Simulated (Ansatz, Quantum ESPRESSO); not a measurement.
# Mode couplings of MgTi in the Bh ordering in a second program, part 2 of 4

Each step names its level of theory.

So far. Step 2 (Tight relaxation): The largest force is now zero by symmetry and the largest stress component 0.0068 GPa. Step 3 (Ground state with pw.x): With these potentials, mesh and smearing the cell is at 0.12 GPa. The relaxed cell has a = 2.870, c = 5.198 Å (conventional setting).

The structure was built from a prototype and need not be the compound's stable phase.

### Step 4. Phonons and couplings with ph.x: Fermi–Dirac smearing of 0.1 eV

Level of this step: DFT PBEsol, scalar-relativistic, plane waves, GBRV ultrasoft pseudopotentials (Quantum ESPRESSO).

ph.x gives each mode's frequency and linewidth; λ of a mode follows from Gaussian double-delta sums over the k mesh, here at four widths.

ph.in reads:

```
phonons and couplings
&inputph
   prefix = 'x'
   outdir = './tmp'
   tr2_ph = 1.0d-15
   fildyn = 'x.dyn'
   fildvscf = 'dvscf'
   ldisp = .true.
   nq1 = 2
   nq2 = 2
   nq3 = 2
   electron_phonon = 'simple'
   el_ph_ngauss = 0
   el_ph_sigma = 0.00734986
   el_ph_nsigma = 4
   alpha_mix(1) = 0.5
   amass(1) = 24.305
   amass(2) = 47.867
/
```

On the command line:

```sh
$ OMP_NUM_THREADS=1 mpirun -n 4 ph.x -nk 4 -in ph.in > ph.x.log
```

Output:

```text
[banner, memory and clock lines left out]
Program PHONON v.7.5

     ./tmp/x.save/

     IMPORTANT: XC functional enforced from input :
     Exchange-correlation= PBESOL
                           (   1   4  10   8   0   0   0)
     Any further DFT definition will be discarded
     Please, verify this is what you really want

     G-vector sticks info

     Check: negative core charge=   -0.000003

     negative rho (up, down):  4.610E-04 0.000E+00
     Reading collected, re-writing distributed wavefunctions in ./tmp/

     Dynamical matrices for ( 2, 2, 2)  uniform grid of q-points
     (   4 q-points):
       N         xq(1)         xq(2)         xq(3)
       1   0.000000000   0.000000000   0.000000000
       2   0.000000000   0.000000000  -0.276015044
       3   0.000000000  -0.577350269   0.000000000
       4   0.000000000  -0.577350269  -0.276015044

     Number and degeneracy of irreps per q-point
       N         xq(1)         xq(2)         xq(3)   N irreps
       1   0.000000000   0.000000000   0.000000000       4
        2   2   1   1
       2   0.000000000   0.000000000  -0.276015044       4
        1   1   2   2
       3   0.000000000  -0.577350269   0.000000000       6
     No degeneracy
       4   0.000000000  -0.577350269  -0.276015044       6
     No degeneracy

     Saving dvscf to file. Distribute only q points, not irreducible representations.

     Calculation of q =    0.0000000   0.0000000   0.0000000

     phonons and couplings

     bravais-lattice index     =            4
     lattice parameter (alat)  =       5.4228  a.u.
     unit-cell volume          =     250.1713 (a.u.)^3
     number of atoms/cell      =            2
     number of atomic types    =            2
     kinetic-energy cut-off    =      52.0000  Ry
     charge density cut-off    =     416.0000  Ry
     convergence threshold     =      1.0E-15
     beta                      =       0.5000
     number of iterations used =            4
     Exchange-correlation= PBESOL
                           (   1   4  10   8   0   0   0)

     celldm(1)=    5.42279  celldm(2)=    0.00000  celldm(3)=    1.81150
     celldm(4)=    0.00000  celldm(5)=    0.00000  celldm(6)=    0.00000

     crystal axes: (cart. coord. in units of alat)
               a(1) = (  1.0000  0.0000  0.0000 )
               a(2) = ( -0.5000  0.8660  0.0000 )
               a(3) = (  0.0000  0.0000  1.8115 )

     reciprocal axes: (cart. coord. in units 2 pi/alat)
               b(1) = (  1.0000  0.5774 -0.0000 )
               b(2) = (  0.0000  1.1547  0.0000 )
               b(3) = (  0.0000 -0.0000  0.5520 )

     Atoms inside the unit cell:

     Cartesian axes

     site n.  atom      mass           positions (alat units)
        1  Mg     24.3050   tau(    1) = (   -0.00000    0.57735    0.45287  )
        2  Ti     47.8670   tau(    2) = (    0.50000    0.28868    1.35862  )

     Computing dynamical matrix for
                    q = (   0.0000000   0.0000000   0.0000000 )

     13 Sym.Ops. (with q -> -q+G )

     G cutoff =  309.8703  (  35901 G-vectors)     FFT grid: ( 36, 36, 64)
     G cutoff =  154.9352  (  12693 G-vectors)  smooth grid: ( 25, 25, 48)

     number of k points=    30  Fermi-Dirac smearing, width (Ry)=  0.0073

     PseudoPot. # 1 for Mg read from file:
     ./pseudo/Mg.upf
     Pseudo is Ultrasoft, Zval = 10.0
     Using radial grid of  821 points,  7 beta functions with:
                l(1) =   0
                l(2) =   0
                l(3) =   0
                l(4) =   1
                l(5) =   1
                l(6) =   2
                l(7) =   2
     Q(r) pseudized with  8 coefficients,  rinner =    1.200   1.200   1.200
                                                       1.200   1.200

     PseudoPot. # 2 for Ti read from file:
     ./pseudo/Ti.upf
     Pseudo is Ultrasoft + core correction, Zval = 12.0
     Using radial grid of  851 points,  6 beta functions with:
                l(1) =   0
                l(2) =   0
                l(3) =   1
                l(4) =   1
                l(5) =   2
                l(6) =   2
     Q(r) pseudized with  6 coefficients,  rinner =    1.000   1.000   1.000
                                                       1.000   1.000

     Mode symmetry, D_3h (-62m) point group:

     Atomic displacements:
     There are    4 irreducible representations

     Representation     1      2 modes -  To be done

     Representation     2      2 modes -  To be done

     Representation     3      1 modes -  To be done

     Representation     4      1 modes -  To be done

     Alpha used in Ewald sum =   2.8000

     negative rho (up, down):  4.610E-04 0.000E+00

     Representation #   1 modes #   1   2

     Self-consistent Calculation

     Pert. #  1: Fermi energy shift (Ry) =     1.9877E-19     3.1347E-38
     Pert. #  2: Fermi energy shift (Ry) =     2.8460E-19     1.5673E-37

      thresh= 1.000E-02 alpha_mix =  0.500 |ddv_scf|^2 =  2.312E-06

     Pert. #  1: Fermi energy shift (Ry) =    -6.3245E-20    -2.5102E-39
     Pert. #  2: Fermi energy shift (Ry) =     4.7434E-19    -1.1020E-39

      thresh= 1.520E-04 alpha_mix =  0.500 |ddv_scf|^2 =  5.349E-08

     Pert. #  1: Fermi energy shift (Ry) =     2.1684E-19    -1.2551E-39
     Pert. #  2: Fermi energy shift (Ry) =     1.7844E-19    -5.5101E-40

      thresh= 2.313E-05 alpha_mix =  0.500 |ddv_scf|^2 =  1.796E-09

     Pert. #  1: Fermi energy shift (Ry) =     2.7105E-19    -7.6530E-42
     Pert. #  2: Fermi energy shift (Ry) =     2.9138E-19     7.6530E-42

      thresh= 4.238E-06 alpha_mix =  0.500 |ddv_scf|^2 =  1.133E-11

     Pert. #  1: Fermi energy shift (Ry) =     1.5360E-19    -1.3393E-41
     Pert. #  2: Fermi energy shift (Ry) =     1.7392E-19    -9.5662E-42

      thresh= 3.366E-07 alpha_mix =  0.500 |ddv_scf|^2 =  2.309E-13

     Pert. #  1: Fermi energy shift (Ry) =    -3.7495E-19    -8.6096E-42
     Pert. #  2: Fermi energy shift (Ry) =     3.3430E-19    -5.7397E-42

      thresh= 4.805E-08 alpha_mix =  0.500 |ddv_scf|^2 =  9.272E-15

     Pert. #  1: Fermi energy shift (Ry) =    -2.5298E-19    -6.6963E-42
     Pert. #  2: Fermi energy shift (Ry) =     2.1910E-19    -4.7831E-42

      thresh= 9.629E-09 alpha_mix =  0.500 |ddv_scf|^2 =  3.180E-16

     End of self-consistent calculation

     Convergence has been achieved

     Representation #   2 modes #   3   4

     Self-consistent Calculation

     Pert. #  1: Fermi energy shift (Ry) =     1.4275E-18     0.0000E+00
     Pert. #  2: Fermi energy shift (Ry) =     1.2559E-18    -1.5673E-38

      thresh= 1.000E-02 alpha_mix =  0.500 |ddv_scf|^2 =  2.970E-06

[...]
1.000   1.000

     atomic species   valence    mass     pseudopotential
     Mg               10.00    24.30500     Mg( 1.00)
     Ti               12.00    47.86700     Ti( 1.00)

     12 Sym. Ops. (no inversion) found

   Cartesian axes

     site n.     atom                  positions (alat units)
         1        Mg     tau(   1) = (  -0.0000000   0.5773503   0.4528739  )
         2        Ti     tau(   2) = (   0.5000000   0.2886751   1.3586216  )

     number of k points=   126  Fermi-Dirac smearing, width (Ry)=  0.0073

     Number of k-points >= 100: set verbosity='high' to print them.

     Dense  grid:    35901 G-vectors     FFT dimensions: (  36,  36,  64)

     Smooth grid:    12693 G-vectors     FFT dimensions: (  25,  25,  48)

     Check: negative core charge=   -0.000003

     The potential is recalculated from file :
     ./tmp/_ph0/x.q_4/x.save/charge-density

     negative rho (up, down):  4.610E-04 0.000E+00
     Starting wfcs are   15 atomic +    6 random wfcs

     Band Structure Calculation
     Davidson diagonalization with overlap

     ethr =  4.55E-11,  avg # of iterations = 14.2

     End of band structure calculation

     Number of k-points >= 100: set verbosity='high' to print the bands.

     the Fermi energy is     9.5394 ev

     Writing config to output data dir ./tmp/_ph0/x.q_4/x.save/ :
     XML data file

     phonons and couplings

     bravais-lattice index     =            4
     lattice parameter (alat)  =       5.4228  a.u.
     unit-cell volume          =     250.1713 (a.u.)^3
     number of atoms/cell      =            2
     number of atomic types    =            2
     kinetic-energy cut-off    =      52.0000  Ry
     charge density cut-off    =     416.0000  Ry
     convergence threshold     =      1.0E-15
     beta                      =       0.5000
     number of iterations used =            4
     Exchange-correlation= PBESOL
                           (   1   4  10   8   0   0   0)

     celldm(1)=    5.42279  celldm(2)=    0.00000  celldm(3)=    1.81150
     celldm(4)=    0.00000  celldm(5)=    0.00000  celldm(6)=    0.00000

     crystal axes: (cart. coord. in units of alat)
               a(1) = (  1.0000  0.0000  0.0000 )
               a(2) = ( -0.5000  0.8660  0.0000 )
               a(3) = (  0.0000  0.0000  1.8115 )

     reciprocal axes: (cart. coord. in units 2 pi/alat)
               b(1) = (  1.0000  0.5774 -0.0000 )
               b(2) = (  0.0000  1.1547  0.0000 )
               b(3) = (  0.0000 -0.0000  0.5520 )

     Atoms inside the unit cell:

     Cartesian axes

     site n.  atom      mass           positions (alat units)
        1  Mg     24.3050   tau(    1) = (   -0.00000    0.57735    0.45287  )
        2  Ti     47.8670   tau(    2) = (    0.50000    0.28868    1.35862  )

     Computing dynamical matrix for
                    q = (   0.0000000  -0.5773503  -0.2760150 )

      5 Sym.Ops. (with q -> -q+G )

     G cutoff =  309.8703  (  35901 G-vectors)     FFT grid: ( 36, 36, 64)
     G cutoff =  154.9352  (  12693 G-vectors)  smooth grid: ( 25, 25, 48)

     number of k points=   126  Fermi-Dirac smearing, width (Ry)=  0.0073

     PseudoPot. # 1 for Mg read from file:
     ./pseudo/Mg.upf
     Pseudo is Ultrasoft, Zval = 10.0
     Using radial grid of  821 points,  7 beta functions with:
[...]
l(6) =   2
                l(7) =   2
     Q(r) pseudized with  8 coefficients,  rinner =    1.200   1.200   1.200
                                                       1.200   1.200

     PseudoPot. # 2 for Ti read from file:
     ./pseudo/Ti.upf
     Pseudo is Ultrasoft + core correction, Zval = 12.0
     Using radial grid of  851 points,  6 beta functions with:
                l(1) =   0
                l(2) =   0
                l(3) =   1
                l(4) =   1
                l(5) =   2
                l(6) =   2
     Q(r) pseudized with  6 coefficients,  rinner =    1.000   1.000   1.000
                                                       1.000   1.000

     Atomic displacements:
     There are    6 irreducible representations

     Representation     1      1 modes -  To be done

     Representation     2      1 modes -  To be done

     Representation     3      1 modes -  To be done

     Representation     4      1 modes -  To be done

     Representation     5      1 modes -  To be done

     Representation     6      1 modes -  To be done

     Alpha used in Ewald sum =   2.8000

     negative rho (up, down):  4.610E-04 0.000E+00

     Representation #   1 mode #   1

     Self-consistent Calculation

[...]
End of self-consistent calculation

     Convergence has been achieved

     Representation #   2 mode #   2

     Self-consistent Calculation

[...]
End of self-consistent calculation

     Convergence has been achieved

     Representation #   3 mode #   3

     Self-consistent Calculation

[...]
End of self-consistent calculation

     Convergence has been achieved

     Representation #   4 mode #   4

     Self-consistent Calculation

[...]
End of self-consistent calculation

     Convergence has been achieved

     Representation #   5 mode #   5

     Self-consistent Calculation

[...]
End of self-consistent calculation

     Convergence has been achieved

     Representation #   6 mode #   6

     Self-consistent Calculation

[...]
thresh= 7.564E-04 alpha_mix =  0.500 |ddv_scf|^2 =  2.492E-07

      thresh= 4.992E-05 alpha_mix =  0.500 |ddv_scf|^2 =  5.361E-09

      thresh= 7.322E-06 alpha_mix =  0.500 |ddv_scf|^2 =  4.067E-10

      thresh= 2.017E-06 alpha_mix =  0.500 |ddv_scf|^2 =  6.171E-12

      thresh= 2.484E-07 alpha_mix =  0.500 |ddv_scf|^2 =  2.170E-13

      thresh= 4.658E-08 alpha_mix =  0.500 |ddv_scf|^2 =  4.663E-15

      thresh= 6.829E-09 alpha_mix =  0.500 |ddv_scf|^2 =  1.539E-15

      thresh= 3.924E-09 alpha_mix =  0.500 |ddv_scf|^2 =  1.055E-16

     End of self-consistent calculation

     Convergence has been achieved

     Number of q in the star =    3
     List of q in the star:
          1   0.000000000  -0.577350269  -0.276015044
          2   0.500000000   0.288675135   0.276015044
          3  -0.500000000   0.288675135   0.276015044

     Diagonalizing the dynamical matrix

     q = (    0.000000000  -0.577350269  -0.276015044 )

 **************************************************************************
     freq (    1) =       1.047433 [THz] =      34.938594 [cm-1]
     freq (    2) =       4.786453 [THz] =     159.658872 [cm-1]
     freq (    3) =       5.576848 [THz] =     186.023640 [cm-1]
     freq (    4) =       5.785810 [THz] =     192.993856 [cm-1]
     freq (    5) =       6.380489 [THz] =     212.830215 [cm-1]
     freq (    6) =      10.698819 [THz] =     356.874198 [cm-1]
 **************************************************************************

     Gaussian Broadening:   0.007 Ry, ngauss=   0
     DOS = 11.181224 states/spin/Ry/Unit Cell at Ef=  9.550565 eV
     double delta at Ef =100.181079
[...]
Gaussian Broadening:   0.015 Ry, ngauss=   0
     DOS = 12.461942 states/spin/Ry/Unit Cell at Ef=  9.544572 eV
     double delta at Ef =323.191901
[...]
Gaussian Broadening:   0.022 Ry, ngauss=   0
     DOS = 14.420478 states/spin/Ry/Unit Cell at Ef=  9.534273 eV
     double delta at Ef =460.006873
[...]
lambda(    5)=  0.0016   gamma=    0.87 GHz
     lambda(    6)=  0.0183   gamma=   28.83 GHz

     Gaussian Broadening:   0.029 Ry, ngauss=   0
     DOS = 15.720202 states/spin/Ry/Unit Cell at Ef=  9.527448 eV
     double delta at Ef =524.130104
     lambda(    1)=  8.9259   gamma=  147.01 GHz
     lambda(    2)=  0.2460   gamma=   84.61 GHz
     lambda(    3)=  0.1579   gamma=   73.73 GHz
     lambda(    4)=  0.0287   gamma=   14.41 GHz
     lambda(    5)=  0.0017   gamma=    1.05 GHz
     lambda(    6)=  0.0165   gamma=   28.30 GHz
```

Elapsed: 5.9 min, on 4 MPI ranks of Arm Neoverse V1, shared host; 24 min of CPU time.

Numbers from this step:

```
highest frequency, solved or plainly interpolated : 357.8 cm⁻¹
omega log against width                           : 8.915, 5.921, 5.348, 5.255 meV, at widths 0.1 to 0.4 eV
```

As ph.x prints them, no sum rule imposed; at the zone centre the sum is no linewidth. Double-delta sums:

| q1 | q2 | q3 | star | mode | omega (meV) | lambda_q, sigma 0.1 eV | lambda_q, sigma 0.2 eV | lambda_q, sigma 0.3 eV | lambda_q, sigma 0.4 eV | half width at sigma 0.2 (meV) |
| --- | --- | --- | --- | --- | --- | --- | --- | --- | --- | --- |
| 0 | 0 | 0 | 1 | 1 | -2.07 | 0 | 0 | 0 | 0 | 1.65e-4 |
| 0 | 0 | 0 | 1 | 2 | -2.07 | 0 | 0 | 0 | 0 | 1.65e-4 |
| 0 | 0 | 0 | 1 | 3 | -1.949 | 0 | 0 | 0 | 0 | 2.89e-4 |
| 0 | 0 | 0 | 1 | 4 | 14.48 | 0.3939 | 0.1555 | 0.0756 | 0.0494 | 0.0938 |
| 0 | 0 | 0 | 1 | 5 | 14.48 | 0.3939 | 0.1555 | 0.0756 | 0.0494 | 0.0938 |
| 0 | 0 | 0 | 1 | 6 | 32.55 | 0 | 8.00e-4 | 0.0028 | 0.0069 | 0.002399 |
| 0 | 0 | -0.5 | 1 | 1 | 7.315 | 0.8144 | 0.3328 | 0.2181 | 0.1886 | 0.05124 |
| 0 | 0 | -0.5 | 1 | 2 | 7.315 | 0.8144 | 0.3328 | 0.2181 | 0.1886 | 0.05124 |
| 0 | 0 | -0.5 | 1 | 3 | 11.5 | 0.1191 | 0.1079 | 0.06 | 0.0419 | 0.04103 |
| 0 | 0 | -0.5 | 1 | 4 | 11.5 | 0.1191 | 0.1079 | 0.06 | 0.0419 | 0.04103 |
| 0 | 0 | -0.5 | 1 | 5 | 21.26 | 0.0602 | 0.0551 | 0.0313 | 0.0241 | 0.07167 |
| 0 | 0 | -0.5 | 1 | 6 | 27.54 | 0.0816 | 0.0276 | 0.0221 | 0.0238 | 0.0603 |
| 0 | -0.5 | 0 | 3 | 1 | 5.67 | 0.404 | 1.836 | 4.237 | 5.416 | 0.1699 |
| 0 | -0.5 | 0 | 3 | 2 | 17.57 | 0.1116 | 0.1304 | 0.1311 | 0.1306 | 0.1159 |
| 0 | -0.5 | 0 | 3 | 3 | 17.75 | 0.0041 | 0.1078 | 0.1903 | 0.2148 | 0.09777 |
| 0 | -0.5 | 0 | 3 | 4 | 27.64 | 0.0645 | 0.072 | 0.0652 | 0.0587 | 0.1583 |
| 0 | -0.5 | 0 | 3 | 5 | 28.15 | 0.0059 | 0.0109 | 0.016 | 0.0174 | 0.02486 |
| 0 | -0.5 | 0 | 3 | 6 | 44.36 | 0.0457 | 0.0233 | 0.0198 | 0.0183 | 0.1318 |
| 0 | -0.5 | -0.5 | 3 | 1 | 4.332 | 0.1724 | 3.058 | 7.221 | 8.926 | 0.1651 |
| 0 | -0.5 | -0.5 | 3 | 2 | 19.8 | 0.0799 | 0.2466 | 0.2664 | 0.246 | 0.2781 |
| 0 | -0.5 | -0.5 | 3 | 3 | 23.06 | 0.018 | 0.0763 | 0.1265 | 0.1579 | 0.1168 |
| 0 | -0.5 | -0.5 | 3 | 4 | 23.93 | 0.0012 | 0.0127 | 0.0244 | 0.0287 | 0.02089 |
| 0 | -0.5 | -0.5 | 3 | 5 | 26.39 | 1.00e-4 | 0.001 | 0.0016 | 0.0017 | 0.001944 |
| 0 | -0.5 | -0.5 | 3 | 6 | 44.25 | 0.0203 | 0.0235 | 0.0183 | 0.0165 | 0.1324 |

Mean over the q mesh without its centre; few wavevectors enter, so none of the widths can be taken as converged. Coupling constant λ, lambda against Gaussian width:

| Gaussian width (eV) | coupling constant λ, lambda |
| --- | --- |
| 0.100 | 0.685 |
| 0.200 | 2.54 |
| 0.300 | 5.37 |
| 0.400 | 6.60 |

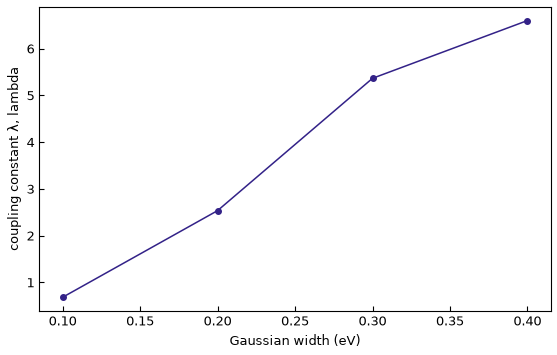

Coupling constant λ, lambda against Gaussian width.

λ runs from 0.685 at 0.1 eV to 6.60 at 0.4 eV.

(Part 2 of 4 ends here.)

[Logs are printed without paths, hosts, clocks, repeated set-up lines and the standing remarks that a program may print on its own settings, such as how far it seeks lower states.]

[Hosts, paths, dates, database ids (printed as entryN), source tags and the programs' standing remarks are cut or masked in the printed files.]
